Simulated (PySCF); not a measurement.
Sn(H)2(Et)(Vi), SMILES C[CH2][SnH2][CH]=C (C4H10Sn), singlet, GFN2-xTB optimised geometry. Atoms within 1.6 Å of the plane z = 0.0 Å (x, y, z in Å): Sn1 (-0.63, -0.82, 0.00), H6 (1.05, -0.82, 0.00), H7 (-1.05, 0.82, 0.00).

Method: B3LYP/def2-TZVP, def2 effective core potentials past Kr in PySCF 2.14.0. The core electrons that the potentials of Sn replace are not part of the density. Cells within 0.4 Å of a nucleus heavier than hydrogen are left out (blank, or x).

Map of the LUMO amplitude (bohr^(-3/2)) on the plane z = 0.0 Å; orbital energy -0.44 eV, overall sign arbitrary:

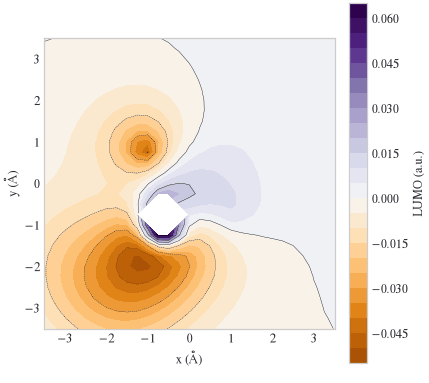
Figure. LUMO amplitude (bohr^(-3/2)) on the plane z = 0.0 Å.
